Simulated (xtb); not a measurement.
# Run report: SiNH₃Cl (charge +1), energy and gradient calculation

SiNH₃Cl, charge +1, computed with GFN1-xTB (xtb 6.7.1).

The geometry is that of the parent species in another charge or spin state. The geometry comes from this level: PBE0-D4/def2-TZVP.

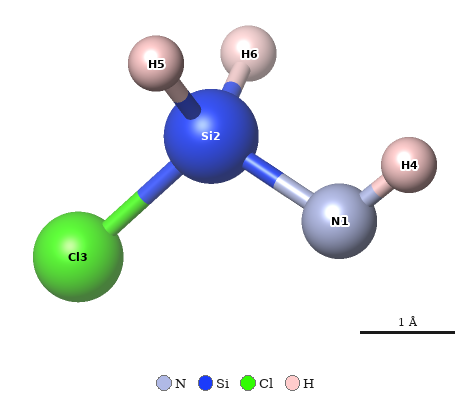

**Figure 1.** The structure as given in the input (ball-and-stick view, seen at a tilt; atoms are numbered from 1 in the order of the input).

The input (mol.xyz)
```
6
start
N     -1.12070000    -0.61930000    -0.51580000
Si     0.32770000     0.08310000     0.14310000
Cl     1.53220000    -1.40540000     0.85490000
H     -1.76140000     0.08680000    -0.88770000
H      1.07290000     0.80870000    -0.91650000
H     -0.00860000     0.98210000     1.27590000
```

Machine: 1 thread of Intel Xeon (Granite Rapids), 96 GiB of memory available, shared host.

Command:
```bash
xtb mol.xyz --grad --json -c 1 --gfn 1 > xtb.out 2> xtb.err
```

What the program printed
```
* xtb version 6.7.1
   ID    Z sym.   atoms
    1    7 N      1
    2   14 Si     2
    3   17 Cl     3
    4    1 H      4-6

           -------------------------------------------------
          |                Calculation Setup                |
           -------------------------------------------------

          program call               : xtb mol.xyz --grad --json -c 1 --gfn 1
          coordinate file            : mol.xyz
          omp threads                :                     1

           -------------------------------------------------
          |                 G F N 1 - x T B                 |
           -------------------------------------------------

      * Hamiltonian:
        H0-scaling (s, p, d)           1.850000    2.250000    2.000000
        zeta-weighting                 0.000000
      * Dispersion:
        s8                             2.400000
        a1                             0.630000
        a2                             5.000000
        s9                             0.000000
      * Repulsion:
        kExp                           1.500000
        rExp                           1.000000
      * Coulomb:
        alpha                          2.000000
        third order                    atomic
        anisotropic                    false
      * Halogen bond correction:
        rad-scale                      1.300000
        damping                        0.440000

          ...................................................
          :                      SETUP                      :
          :.................................................:
          :  # basis functions                  30          :
          :  # atomic orbitals                  28          :
          :  # shells                           14          :
          :  # electrons                        18          :
          :  # halogen bonds                     1          :
          :  max. iterations                   250          :
          :  Hamiltonian                  GFN1-xTB          :
          :  restarted?                      false          :
          :  GBSA solvation                  false          :
          :  PC potential                    false          :
          :  electronic temp.          300.0000000     K    :
          :  accuracy                    1.0000000          :
          :  -> integral cutoff          0.2500000E+02      :
          :  -> integral neglect         0.1000000E-07      :
          :  -> SCF convergence          0.1000000E-05 Eh   :
          :  -> wf. convergence          0.2000000E-04 e    :
          :  Broyden damping             0.4000000          :
          :  net charge                          1          :
          :  unpaired electrons                  0          :
          ...................................................

 iter      E             dE          RMSdq      gap      omega  full diag
   1    -10.3609310 -0.103609E+02  0.628E+00    0.04       0.0  T
   2    -10.0568384  0.304093E+00  0.835E+00    0.20       1.0  T
   3    -10.4457218 -0.388883E+00  0.273E+00    0.13       1.0  T
   4    -10.4390496  0.667222E-02  0.161E+00    0.08       1.0  T
   5    -10.4467183 -0.766867E-02  0.101E+00    0.16       1.0  T
   6    -10.4369942  0.972415E-02  0.146E+00    0.10       1.0  T
   7    -10.4504523 -0.134582E-01  0.681E-01    0.11       1.0  T
   8    -10.4523592 -0.190688E-02  0.473E-01    0.11       1.0  T
   9    -10.4541967 -0.183747E-02  0.744E-02    0.13       1.0  T
  10    -10.4542310 -0.343480E-04  0.367E-02    0.12       1.1  T
  11    -10.4542392 -0.819137E-05  0.203E-02    0.13       2.0  T
  12    -10.4542423 -0.308999E-05  0.701E-03    0.12       5.8  T
  13    -10.4542427 -0.387804E-06  0.205E-03    0.12      20.0  T
  14    -10.4542427 -0.282160E-07  0.946E-04    0.12      43.2  T
  15    -10.4542427 -0.764376E-08  0.731E-05    0.12     558.3  T
  16    -10.4542427 -0.442544E-10  0.112E-05    0.12    3659.2  T

   *** convergence criteria satisfied after 16 iterations ***

         #    Occupation            Energy/Eh            Energy/eV
      -------------------------------------------------------------
         1        2.0000           -1.1390699             -30.9957
       ...           ...                  ...                  ...
         3        2.0000           -0.8356180             -22.7383
         4        2.0000           -0.7483120             -20.3626
         5        2.0000           -0.6993282             -19.0297
         6        2.0000           -0.6879833             -18.7210
         7        2.0000           -0.6785983             -18.4656
         8        2.0000           -0.6774042             -18.4331
         9        1.8353           -0.6678370             -18.1728 (HOMO)
        10        0.1647           -0.6632557             -18.0481 (LUMO)
        11                         -0.3965343             -10.7902
        12                         -0.3857362             -10.4964
        13                         -0.3356439              -9.1333
        14                         -0.3106535              -8.4533
       ...                                ...                  ...
        28                          1.0513669              28.6091
      -------------------------------------------------------------
                  HL-Gap            0.0045812 Eh            0.1247 eV
             Fermi-level           -0.6655463 Eh          -18.1104 eV

 SCC (total)                   0 d,  0 h,  0 min,  0.004 sec
 SCC setup                      ...        0 min,  0.000 sec (  1.336%)
 Dispersion                     ...        0 min,  0.000 sec (  0.468%)
 classical contributions        ...        0 min,  0.000 sec (  0.294%)
 integral evaluation            ...        0 min,  0.001 sec ( 24.515%)
 iterations                     ...        0 min,  0.002 sec ( 36.854%)
 molecular gradient             ...        0 min,  0.002 sec ( 35.125%)
 printout                       ...        0 min,  0.000 sec (  1.278%)

         :::::::::::::::::::::::::::::::::::::::::::::::::::::
         ::                     SUMMARY                     ::
         :::::::::::::::::::::::::::::::::::::::::::::::::::::
         :: total energy             -10.398914150915 Eh    ::
         :: gradient norm              0.069660707952 Eh/a0 ::
         :: HOMO-LUMO gap              0.124661811003 eV    ::
         ::.................................................::
         :: SCC energy               -10.454242719620 Eh    ::
         :: -> electrostatic           0.104309620639 Eh    ::
         :: repulsion energy           0.057045392439 Eh    ::
         :: dispersion energy         -0.001716823734 Eh    ::
         :: halogen bond corr.         0.000000000000 Eh    ::
         :: add. restraining           0.000000000000 Eh    ::
         :: total charge               1.000000000000 e     ::
         :::::::::::::::::::::::::::::::::::::::::::::::::::::

           -------------------------------------------------
          |                Property Printout                |
           -------------------------------------------------

    * Orbital Energies and Occupations

         #    Occupation            Energy/Eh            Energy/eV
      -------------------------------------------------------------
         1        2.0000           -1.1390699             -30.9957
         2        2.0000           -0.9656884             -26.2777
         3        2.0000           -0.8356180             -22.7383
         4        2.0000           -0.7483120             -20.3626
         5        2.0000           -0.6993282             -19.0297
         6        2.0000           -0.6879833             -18.7210
         7        2.0000           -0.6785983             -18.4656
         8        2.0000           -0.6774042             -18.4331
         9        1.8353           -0.6678370             -18.1728 (HOMO)
        10        0.1647           -0.6632557             -18.0481 (LUMO)
        11                         -0.3965343             -10.7902
        12                         -0.3857362             -10.4964
        13                         -0.3356439              -9.1333
        14                         -0.3106535              -8.4533
        15                         -0.2943955              -8.0109
        16                         -0.2860862              -7.7848
        17                         -0.2782458              -7.5715
        18                         -0.2724419              -7.4135
        19                         -0.2659213              -7.2361
        20                         -0.2439839              -6.6391
       ...                                ...                  ...
        28                          1.0513669              28.6091
      -------------------------------------------------------------
                  HL-Gap            0.0045812 Eh            0.1247 eV
             Fermi-level           -0.6655463 Eh          -18.1104 eV

  Mulliken/CM5 charges         n(s)   n(p)   n(d)
     1N    -0.16853 -0.39163   1.602  3.566  0.000
     2Si    0.46878  0.29288   1.223  1.462  0.846
     3Cl    0.19155  0.23542   1.886  4.932 -0.010
     4H     0.27910  0.46657   0.721  0.000  0.000
     5H     0.11455  0.19838   0.885  0.000  0.000
     6H     0.11455  0.19838   0.885  0.000  0.000

Wiberg/Mayer (AO) data.
largest (>0.10) Wiberg bond orders for each atom

 ---------------------------------------------------------------------------
     #   Z sym  total        # sym  WBO       # sym  WBO       # sym  WBO
 ---------------------------------------------------------------------------
     1   7 N    2.734 --     2 Si   1.336     4 H    0.882     5 H    0.176
                             6 H    0.176     3 Cl   0.165
     2  14 Si   4.385 --     3 Cl   1.581     1 N    1.336     6 H    0.715
                             5 H    0.715
     3  17 Cl   1.838 --     2 Si   1.581     1 N    0.165
     4   1 H    0.925 --     1 N    0.882
     5   1 H    0.933 --     2 Si   0.715     1 N    0.176
     6   1 H    0.933 --     2 Si   0.715     1 N    0.176
 ---------------------------------------------------------------------------

Topologies differ in total number of bonds
Writing topology from bond orders to xtbtopo.mol

 dipole moment from electron density (au)
     X       Y       Z
   0.2417   1.0034   0.0172  total (Debye):    2.624

           -------------------------------------------------
          | TOTAL ENERGY              -10.398914150915 Eh   |
          | GRADIENT NORM               0.069660707952 Eh/α |
          | HOMO-LUMO GAP               0.124661811003 eV   |
           -------------------------------------------------

------------------------------------------------------------------------
------------------------------------------------------------------------
 total:
 *  cpu-time:     0 d,  0 h,  0 min,  0.008 sec
 * ratio c/w:     1.000 speedup
 SCF:
 *  cpu-time:     0 d,  0 h,  0 min,  0.004 sec
 * ratio c/w:     1.000 speedup
```

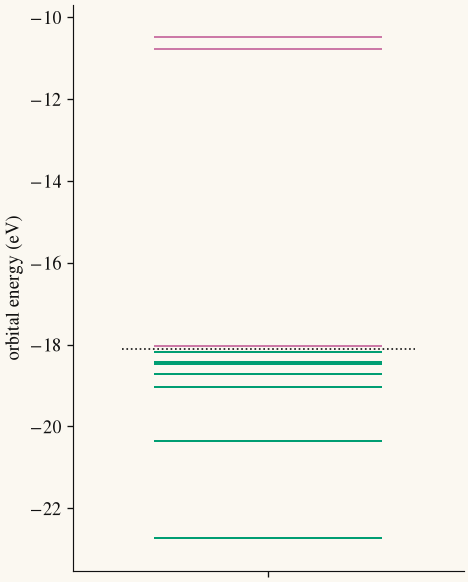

**Figure 2.** Orbital energies near the frontier; the dotted line parts filled from empty levels, and levels within 0.02 eV of each other stand side by side. Highest filled −18.17 eV, lowest empty −18.05 eV, 0.12 eV apart.

Key numbers

| quantity | value |
| --- | --- |
| outcome | converged |
| electrons treated | 18 |
| total energy | −10.398914 hartree |
| dispersion energy | −0.001717 hartree |
| basis functions | 30 |
| largest force | 2.492 eV/Å |
| HOMO | −18.17 eV |
| LUMO | −18.05 eV |
| peak memory | 0.068 GiB |
